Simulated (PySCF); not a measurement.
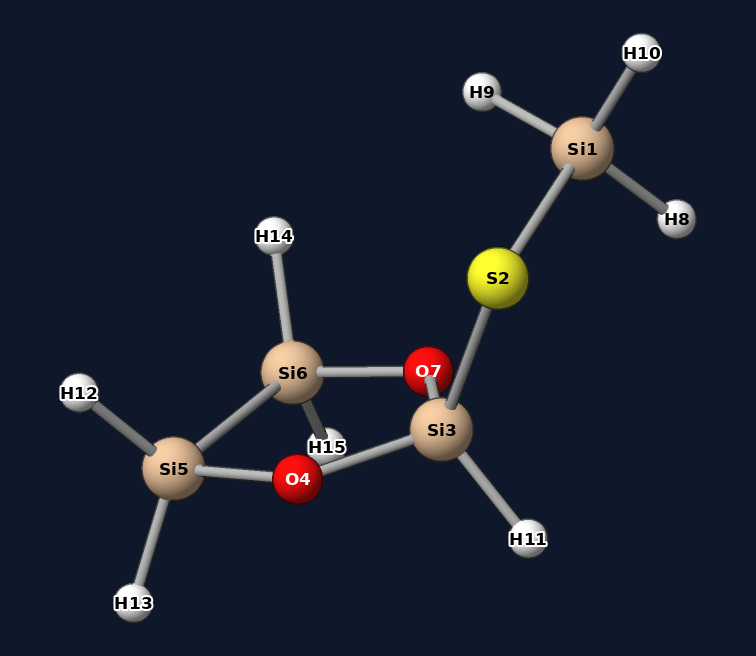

The questions are on isotropic NMR shieldings of the H atoms. Computed geometry: GFN2-xTB optimisation. No frequency run is at hand to confirm it as a minimum. Method: GIAO PBE0/pcSseg-1 NMR shielding, non-relativistic, gas phase (PySCF 2.14.0).

Give the isotropic NMR shieldings of the H atoms atom by atom.

```json
{"atom": "H8", "σ (ppm)": "26.98"}
{"atom": "H9", "σ (ppm)": "27.09"}
{"atom": "H10", "σ (ppm)": "27.13"}
{"atom": "H11", "σ (ppm)": "26.46"}
{"atom": "H12", "σ (ppm)": "26.22"}
{"atom": "H13", "σ (ppm)": "26.26"}
{"atom": "H14", "σ (ppm)": "26.30"}
{"atom": "H15", "σ (ppm)": "26.34"}
```

The geometry is semi-empirical. Around Si such bond lengths and angles can be off by a tenth of an ångström or more and by several degrees, and values that hang on the shape move with them.
